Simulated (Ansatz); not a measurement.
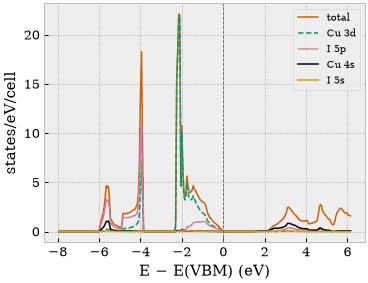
Total and projected density of states of CuI (zinc blende, space group No. 216), the program Ansatz at the PBEsol level (PAW)

Problem. Which orbitals carry the states next to the gap?

Solution. Top 1 eV of the valence band: Cu 3d 57 %, I 5p 39 %. Bottom 1 eV of the conduction band: Cu 4s 63 %, I 5s 18 %, I 5p 14 %. Projections are on Löwdin-orthogonalised atomic valence shells; empty p or d shells of many metals are not among them.

Problem. Where is the tallest occupied peak in this window, and what makes it?

Solution. Near -2.1 eV, about 22 states/eV per cell; the largest projected share is Cu 3d.

Space group F-43m (zinc blende). Symmetry was held in the PBEsol relaxation. No spin polarisation was allowed. Scalar-relativistic: spin–orbit coupling is off unless named, which matters more the heavier the elements.

Potentials: the earlier of the program's two PAW sets. The files were generated under PBE; for other functionals the program regenerates the frozen cores, and for LDA and PBEsol the local potential too.
